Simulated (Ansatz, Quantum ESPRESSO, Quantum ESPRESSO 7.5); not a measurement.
# Ballistic transmission: vacuum gap of 6.0 Å between two Au(100) faces

How well does the junction conduct in the ballistic limit? It is: vacuum gap of 6.0 Å between two Au(100) faces.

Program: Quantum ESPRESSO 7.5. Level of theory: plane-wave DFT, PBE, JTH PAW pseudopotentials (cross-check by Ansatz 0.2.0 with PAW datasets). Results are calculated unless marked as measured.

## (1) Set-up

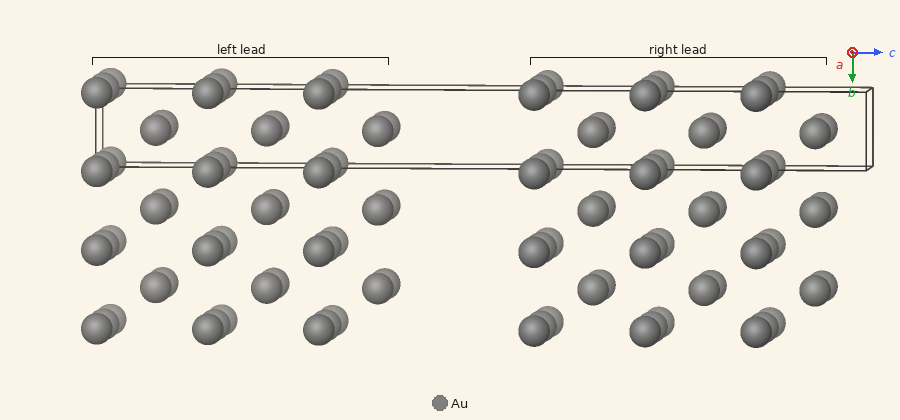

The cell as given, from the side, with the c axis across the page (gold grey). 2×3×1 cells are drawn. Some periodic images of atoms are drawn too.

The cell holds 12 atoms: 12 Au. Cell: a = 2.949 Å, b = 2.949 Å, c = 28.935 Å, α = 90.0°, β = 90.0°, γ = 90.0°. It derives from Au. Regions: left lead, 6 atoms (6 Au); right lead, 6 atoms (6 Au). The structure is stacked along c, and the current runs across the ab planes.

## (2) SCF with pw.x

One periodic cell holds a stretch of lead, the junction and more lead; the atoms stay as built.

The input, scf.in:

```
&control
  prefix = 'scf'
  outdir = './out'
  pseudo_dir = './pseudo'
  calculation = 'scf'
  tprnfor = .true.
/
&system
  ibrav = 0
  nat = 12
  ntyp = 1
  ecutwfc = 45
  ecutrho = 360
  occupations = 'smearing'
  smearing = 'mv'
  degauss = 0.01
/
&electrons
  conv_thr = 1e-07
  mixing_beta = 0.25
  electron_maxstep = 120
  mixing_mode = 'local-TF'
/
ATOMIC_SPECIES
  Au  196.9666  Au.GGA_PBE-JTH.UPF
CELL_PARAMETERS angstrom
  2.94863527754790 0.00000000000000 0.00000000000000
  0.00000000000000 2.94863527754790 0.00000000000000
  0.00000000000000 0.00000000000000 28.93500000000000
ATOMIC_POSITIONS crystal
  Au  0.000000000000 0.000000000000 0.000000000000
  Au  0.500000000000 0.500000000000 0.072058061172
  Au  0.000000000000 0.000000000000 0.144116122343
  Au  0.500000000000 0.500000000000 0.216174183515
  Au  0.000000000000 0.000000000000 0.288232244686
  Au  0.500000000000 0.500000000000 0.360290305858
  Au  0.000000000000 0.000000000000 0.567651632970
  Au  0.500000000000 0.500000000000 0.639709694142
  Au  0.000000000000 0.000000000000 0.711767755314
  Au  0.500000000000 0.500000000000 0.783825816485
  Au  0.000000000000 0.000000000000 0.855883877657
  Au  0.500000000000 0.500000000000 0.927941938828
K_POINTS automatic
  8 8 1 0 0 0
```

The run is started by

```bash
OMP_NUM_THREADS=1 mpirun -n 4 pw.x -nk 4 -in scf.in > scf.out
```

The program printed:

```text
Program PWSCF v.7.5 starts
[citation notice left out]

     Parallel version (MPI & OpenMP), running on       4 processor cores
     Number of MPI processes:                 4
     Threads/MPI process:                     1

     MPI processes distributed on     1 nodes
[...]
Current dimensions of program PWSCF are:
     Max number of different atomic species (ntypx) = 10
     Max number of k-points (npk) =  40000
     Max angular momentum in pseudopotentials (lmaxx) =  4
     file Au.GGA_PBE-JTH.UPF: wavefunction(s)  6S 0S 6P 0P 5D 0D renormalized
     Message from routine setup:
     using ibrav=0 with symmetry is DISCOURAGED, use correct ibrav instead

     K-points division:     npool     =       4
     Subspace diagonalization in iterative solution of the eigenvalue problem:
     a serial algorithm will be used

     G-vector sticks info
     --------------------
     sticks:   dense  smooth     PW     G-vecs:    dense   smooth      PW
     Sum         885     437    137               195855    69093   12163

     Using Slab Decomposition

     bravais-lattice index     =            0
     lattice parameter (alat)  =       5.5721  a.u.
     unit-cell volume          =    1697.7049 (a.u.)^3
     number of atoms/cell      =           12
     number of atomic types    =            1
     number of electrons       =       132.00
     number of Kohn-Sham states=           79
     kinetic-energy cutoff     =      45.0000  Ry
     charge density cutoff     =     360.0000  Ry
     scf convergence threshold =      1.0E-07
     mixing beta               =       0.2500
     number of iterations used =            8  local-TF  mixing
     Exchange-correlation= SLA PW PBX PBC
                           (   1   4   3   4   0   0   0)

     celldm(1)=   5.572113  celldm(2)=   0.000000  celldm(3)=   0.000000
     celldm(4)=   0.000000  celldm(5)=   0.000000  celldm(6)=   0.000000

     crystal axes: (cart. coord. in units of alat)
               a(1) = (   1.000000   0.000000   0.000000 )
               a(2) = (   0.000000   1.000000   0.000000 )
               a(3) = (   0.000000   0.000000   9.813014 )

     reciprocal axes: (cart. coord. in units 2 pi/alat)
               b(1) = (  1.000000  0.000000  0.000000 )
               b(2) = (  0.000000  1.000000  0.000000 )
               b(3) = (  0.000000  0.000000  0.101905 )

     PseudoPot. # 1 for Au read from file:
     ./pseudo/Au.GGA_PBE-JTH.UPF
     Pseudo is Projector augmented-wave + core cor, Zval = 11.0
     Generated using ATOMPAW code
     Shape of augmentation charge: SINC**2
     Using radial grid of 1127 points,  6 beta functions with:
                l(1) =   0
                l(2) =   0
                l(3) =   1
                l(4) =   1
                l(5) =   2
                l(6) =   2
     Q(r) pseudized with 0 coefficients

     atomic species   valence    mass     pseudopotential
     Au               11.00   196.96660     Au( 1.00)

      8 Sym. Ops. (no inversion) found

   Cartesian axes

     site n.     atom                  positions (alat units)
         1        Au     tau(   1) = (   0.0000000   0.0000000   0.0000000  )
         2        Au     tau(   2) = (   0.5000000   0.5000000   0.7071068  )
         3        Au     tau(   3) = (   0.0000000   0.0000000   1.4142136  )
         4        Au     tau(   4) = (   0.5000000   0.5000000   2.1213203  )
         5        Au     tau(   5) = (   0.0000000   0.0000000   2.8284271  )
         6        Au     tau(   6) = (   0.5000000   0.5000000   3.5355339  )
         7        Au     tau(   7) = (   0.0000000   0.0000000   5.5703736  )
         8        Au     tau(   8) = (   0.5000000   0.5000000   6.2774803  )
         9        Au     tau(   9) = (   0.0000000   0.0000000   6.9845871  )
        10        Au     tau(  10) = (   0.5000000   0.5000000   7.6916939  )
        11        Au     tau(  11) = (   0.0000000   0.0000000   8.3988007  )
        12        Au     tau(  12) = (   0.5000000   0.5000000   9.1059075  )

     number of k points=    15  Marzari-Vanderbilt smearing, width (Ry)=  0.0100
                       cart. coord. in units 2pi/alat
        k(    1) = (   0.0000000   0.0000000   0.0000000), wk =   0.0312500
        k(    2) = (   0.0000000   0.1250000   0.0000000), wk =   0.1250000
        k(    3) = (   0.0000000   0.2500000   0.0000000), wk =   0.1250000
        k(    4) = (   0.0000000   0.3750000   0.0000000), wk =   0.1250000
        k(    5) = (   0.0000000  -0.5000000   0.0000000), wk =   0.0625000
        k(    6) = (   0.1250000   0.1250000   0.0000000), wk =   0.1250000
        k(    7) = (   0.1250000   0.2500000   0.0000000), wk =   0.2500000
        k(    8) = (   0.1250000   0.3750000   0.0000000), wk =   0.2500000
        k(    9) = (   0.1250000  -0.5000000   0.0000000), wk =   0.1250000
        k(   10) = (   0.2500000   0.2500000   0.0000000), wk =   0.1250000
[...]
k(   15) = (  -0.5000000  -0.5000000   0.0000000), wk =   0.0312500

     Dense  grid:   195855 G-vectors     FFT dimensions: (  36,  36, 360)

     Smooth grid:    69093 G-vectors     FFT dimensions: (  24,  24, 240)

     Estimated max dynamical RAM per process >     360.62 MB

     Estimated total dynamical RAM >       1.27 GB

     Initial potential from superposition of free atoms

     starting charge     131.9987, renormalised to     132.0000
     Starting wfcs are  216 randomized atomic wfcs
     Checking if some PAW data can be deallocated...

     total cpu time spent up to now is        6.2 secs

     per-process dynamical memory:   173.6 Mb

     Self-consistent Calculation

     iteration #  1     ecut=    45.00 Ry     beta= 0.25
     Davidson diagonalization with overlap
     ethr =  1.00E-02,  avg # of iterations =  3.1

     Threshold (ethr) on eigenvalues was too large:
     Diagonalizing with lowered threshold

     Davidson diagonalization with overlap
     ethr =  5.12E-04,  avg # of iterations =  5.4

     total cpu time spent up to now is       14.6 secs

     total energy              =   -9301.67805906 Ry
     estimated scf accuracy    <       0.74645079 Ry

     iteration #  2     ecut=    45.00 Ry     beta= 0.25
[...]
total energy              =   -9301.53450483 Ry
     estimated scf accuracy    <       0.41516592 Ry

     iteration #  3     ecut=    45.00 Ry     beta= 0.25
[...]
total energy              =   -9301.61440300 Ry
     estimated scf accuracy    <       0.02223076 Ry

[...]
estimated scf accuracy    <       0.00000747 Ry

     iteration # 13     ecut=    45.00 Ry     beta= 0.25
[...]
total energy              =   -9301.61473283 Ry
     estimated scf accuracy    <       0.00000531 Ry

     iteration # 14     ecut=    45.00 Ry     beta= 0.25
[...]
total energy              =   -9301.61472911 Ry
     estimated scf accuracy    <       0.00000384 Ry

     iteration # 15     ecut=    45.00 Ry     beta= 0.25
[...]
total energy              =   -9301.61472833 Ry
     estimated scf accuracy    <       0.00000089 Ry

     iteration # 16     ecut=    45.00 Ry     beta= 0.25
[...]
total energy              =   -9301.61472953 Ry
     estimated scf accuracy    <       0.00000013 Ry

     iteration # 17     ecut=    45.00 Ry     beta= 0.25
[...]
End of self-consistent calculation

          k = 0.0000 0.0000 0.0000 (  8625 PWs)   bands (ev):

     2.8458   3.0669   3.4156   3.8894   4.4419   5.0074   5.4520   5.5131
     5.5924   5.6252   5.7976   5.8786   5.9790   5.9841   6.0022   6.1814
     6.3922   6.6239   6.8651   7.0993   7.3106   7.4669   7.5733   7.6190
     7.6612   7.6612   7.7645   7.7645   7.9242   7.9242   8.1543   8.1543
     8.3370   8.3690   8.4280   8.4280   8.5348   8.6264   8.7408   8.7408
     8.8140   8.8681   8.9736   9.0013   9.0372   9.0529   9.0798   9.0798
     9.1273   9.2392   9.3673   9.4232   9.4232   9.5050   9.6451   9.7305
     9.7530   9.7530   9.7780   9.9007   9.9821  10.0209  10.0209  10.0992
    10.1004  10.2167  10.2167  10.3192  10.3192  10.8061  11.8394  13.1500
    13.2413  17.5990  17.8974  20.0425  20.6586  22.0963  22.0964

          k = 0.0000 0.1250 0.0000 (  8598 PWs)   bands (ev):

     3.1824   3.3934   3.7248   4.1738   4.6957   5.2301   5.6538   5.7049
     5.7830   5.8169   6.0024   6.0822   6.1606   6.1626   6.2170   6.3860
     6.5786   6.7808   6.9885   7.1885   7.3620   7.4759   7.5141   7.7451
     7.7491   7.7530   7.7950   7.8262   7.8994   7.9343   7.9384   7.9451
     7.9926   8.1043   8.1348   8.3027   8.4547   8.5293   8.7246   8.7703
     8.7745   8.8465   8.8780   8.9021   8.9492   8.9929   8.9988   9.0049
     9.1221   9.1402   9.2037   9.2209   9.3466   9.4340   9.4541   9.5554
     9.5597   9.6416   9.7408   9.7496   9.8575   9.9319   9.9676  10.0713
    10.1778  10.1786  10.2498  10.2609  10.8232  11.7836  12.6940  13.9225
    14.2172  17.5758  17.6736  19.4883  19.8614  20.8131  21.2023

          k = 0.0000 0.2500 0.0000 (  8610 PWs)   bands (ev):

     4.1068   4.2619   4.4967   4.8027   5.1414   5.4752   5.7642   5.9609
     6.0461   6.0477   6.3511   6.3523   6.6433   6.7354   6.8816   7.0921
     7.3023   7.3348   7.4152   7.5502   7.5678   7.6258   7.6450   7.7070
     7.7591   7.7855   7.8472   7.8914   7.8941   7.9002   7.9088   7.9336
     7.9698   7.9812   8.0152   8.0541   8.0889   8.1719   8.1958   8.3316
     8.3462   8.5020   8.6494   8.6507   8.6898   8.7197   8.9201   8.9307
     9.1456   9.1685   9.1903   9.1941   9.2778   9.2842   9.3620   9.3905
     9.5051   9.6545   9.7504   9.8078   9.9619  10.0098  10.0815  10.1004
    10.1598  10.1628  10.3105  11.1251  12.0116  13.1228  14.0874  15.2326
    16.0773  16.3204  16.5915  17.1669  17.7408  18.5875  18.9906

          k = 0.0000 0.3750 0.0000 (  8616 PWs)   bands (ev):

     5.1880   5.1947   5.2592   5.2811   5.3341   5.4470   5.6193   5.8292
     6.0648   6.2893   6.5234   6.5353   7.1727   7.1835   7.2042   7.2881
     7.3566   7.4862   7.5086   7.5911   7.6812   7.7258   7.7260   7.7287
     7.7301   7.7623   7.8081   7.8248   7.8274   7.9148   7.9747   7.9775
     7.9826   8.0692   8.1862   8.1998   8.2599   8.2615   8.4253   8.4508
     8.5836   8.6574   8.6620   8.7050   8.9080   8.9414   9.0467   9.1131
     9.3488   9.4877   9.5344   9.5479   9.6426   9.7467   9.7529   9.8306
     9.8997   9.9313   9.9762  10.0475  10.0581  10.0601  10.0937  10.1215
    10.1797  10.3219  11.1710  12.2016  13.2323  13.6746  13.9239  14.1931
    14.5742  14.7776  15.4917  15.6235  16.3071  16.7567  17.4656

          k = 0.0000-0.5000 0.0000 (  8608 PWs)   bands (ev):

     5.2713   5.2713   5.3991   5.3991   5.5972   5.5972   5.8704   5.8704
     6.1695   6.1695   6.6023   6.6023   7.2964   7.2964   7.4099   7.4099
     7.4935   7.4935   7.5129   7.5129   7.5757   7.5757   7.5862   7.5862
     7.6309   7.6309   7.7323   7.7323   7.8045   7.8045   7.8859   7.8859
     8.0918   8.0918   8.0986   8.0986   8.3252   8.3252   8.5544   8.5545
     8.6369   8.6369   9.1097   9.1097   9.1265   9.1265   9.3822   9.3822
     9.6378   9.6378   9.6394   9.6394   9.8433   9.8433   9.9856   9.9856
     9.9946   9.9946  10.0544  10.0544  11.4184  11.4184  11.5527  11.5527
    11.6266  11.6267  11.6457  11.6457  11.7732  11.7732  12.1769  12.1769
    14.2112  14.2112  15.0955  15.0955  15.8785  15.8785  16.9598

          k = 0.1250 0.1250 0.0000 (  8629 PWs)   bands (ev):

     3.5139   3.7176   4.0370   4.4690   4.9720   5.4941   5.9252   5.9365
     6.0353   6.0927   6.1608   6.2286   6.3301   6.4486   6.4568   6.4781
     6.6494   6.8327   7.0155   7.1774   7.2877   7.3271   7.3344   7.6914
     7.7092   7.8533   7.8863   7.8867   7.9236   7.9257   7.9300   7.9405
     7.9720   8.0000   8.0340   8.1677   8.3488   8.4121   8.5797   8.6352
     8.6560   8.6645   8.6959   8.7113   8.7596   8.8611   8.9363   8.9427
     9.0446   9.1022   9.1354   9.1901   9.3286   9.3374   9.3880   9.5246
     9.5255   9.5872   9.7209   9.7317   9.7415   9.7583   9.9959   9.9995
    10.2016  10.2919  10.3149  10.7763  11.4041  12.3338  13.2331  14.4802
    14.9073  17.5297  17.7842  19.5550  19.7584  20.9166  21.1797

[...]
the Fermi energy is    11.9500 ev

!    total energy              =   -9301.61472961 Ry
     total all-electron energy =     -9301.614730 Ry
     estimated scf accuracy    <       0.00000001 Ry
     smearing contrib. (-TS)   =       0.00109267 Ry
     internal energy E=F+TS    =   -9301.61582228 Ry

     The total energy is F=E-TS. E is the sum of the following terms:
     one-electron contribution =   -1069.33946698 Ry
     hartree contribution      =     684.98259076 Ry
     xc contribution           =    -133.55011718 Ry
     ewald contribution        =    -228.67110416 Ry
     one-center paw contrib.   =   -8555.03772472 Ry

     convergence has been achieved in  17 iterations

     Forces acting on atoms (cartesian axes, Ry/au):

     atom    1 type  1   force =     0.00000000    0.00000000   -0.00231101
     atom    2 type  1   force =     0.00000000    0.00000000    0.00165007
     atom    3 type  1   force =     0.00000000    0.00000000   -0.00087478
     atom    4 type  1   force =     0.00000000    0.00000000    0.00015757
     atom    5 type  1   force =     0.00000000    0.00000000    0.00270347
     atom    6 type  1   force =     0.00000000    0.00000000   -0.00450626
     atom    7 type  1   force =     0.00000000    0.00000000    0.00452317
     atom    8 type  1   force =     0.00000000    0.00000000   -0.00273411
     atom    9 type  1   force =     0.00000000    0.00000000   -0.00021057
     atom   10 type  1   force =     0.00000000    0.00000000    0.00083434
     atom   11 type  1   force =     0.00000000    0.00000000   -0.00163514
     atom   12 type  1   force =     0.00000000    0.00000000    0.00240325

     Total force =     0.008579     Total SCF correction =     0.000617

[...]
=------------------------------------------------------------------------------=
   JOB DONE.
=------------------------------------------------------------------------------=
```

It took 1.8 min on 4 MPI ranks of Intel Xeon 6975P-C (Granite Rapids), shared host; peak memory 1.1 GiB.

This step gave:

- free energy: -126554.9156 eV
- Fermi energy: 11.95 eV

The program's own clock; routines nest. Time by routine:

```csv
routine,wall time (s),calls
PWSCF,106.2,1
electrons,98.78,1
c_bands,75.07,18
cegterg,64.88,72
h_psi,37.14,437
vloc_psi,24,437
fftw,22.56,43942
sum_band,10.28,18
calbec,8.76,525
PAW_pot,7.4,18
h_psi:calbec,6.54,437
init_run,6.07,1
add_vuspsi,6.05,437
s_psi,6.03,437
```

The run needed 17 iterations to bring the estimated error under 1e-07 Ry; the largest force on any atom, held or free, is 0.12 eV/Å.

(Part 1 of 3 ends here.)

[Logs are printed without paths, hosts, clocks, repeated set-up lines and the standing remarks that a program may print on its own settings, such as how far it seeks lower states.]

[Hosts, paths, dates, database ids (printed as entryN), source tags and the programs' standing remarks are cut or masked in the printed files.]

[Maps of the electrostatic potential energy from Ansatz leave out the sawtooth potential of an applied field or a dipole correction, so their vacuum need not be flat; planar profiles and work functions include it.]
